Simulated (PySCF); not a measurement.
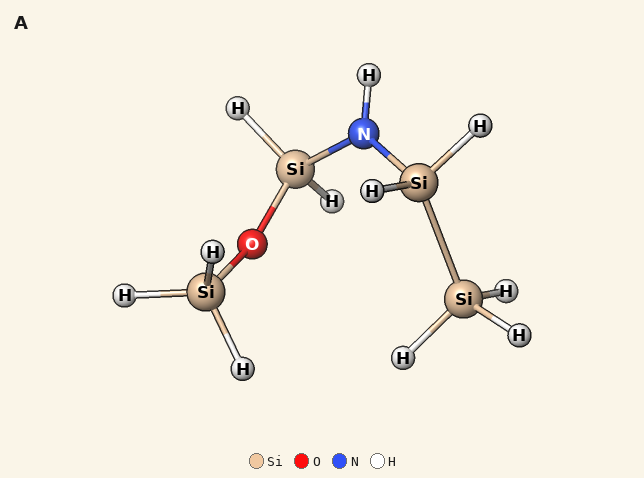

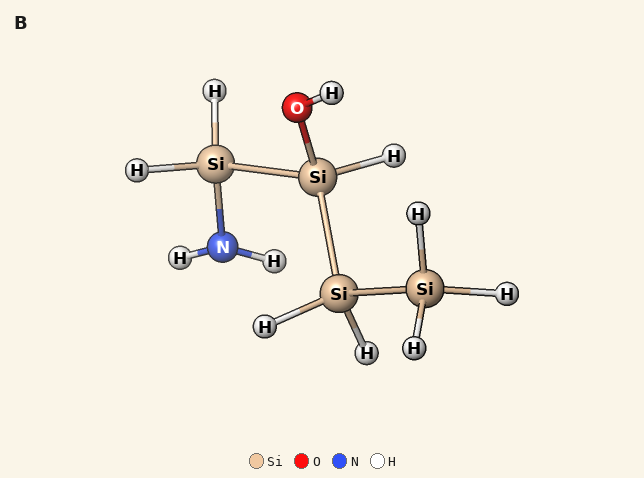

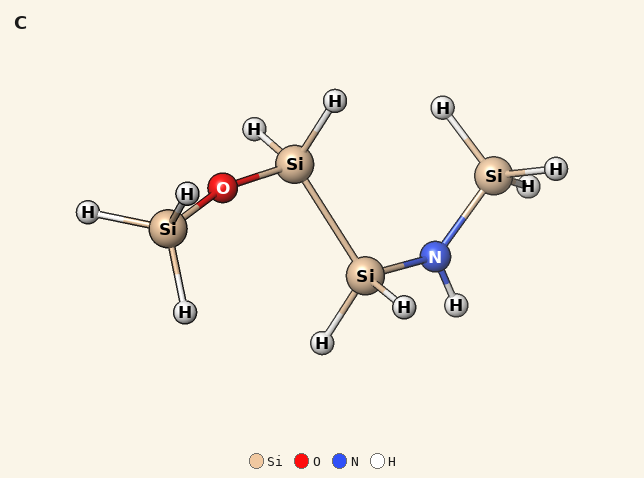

3 stationary structures of one formula. Geometries: GFN2-xTB. Electronic energies: PBE0/pcSseg-1 (PySCF 2.14.0), without zero-point energy. No frequency run is at hand to confirm each as a minimum. Each is one conformer, not always the lowest.

> How are they related?

They are constitutional isomers of H11NOSi4: A `[SiH3]O[SiH2]N[SiH2][SiH3]`, B `N[SiH2][Si@@H](O)[SiH2][SiH3]`, C `[SiH3]N[SiH2][SiH2]O[SiH3]`.

> Rank them by energy, lowest first.

A is lowest; C lies 0.390 eV above it, B lies 1.462 eV above it.

The geometry is semi-empirical. Around Si such bond lengths and angles can be off by a tenth of an ångström or more and by several degrees, and values that hang on the shape move with them.
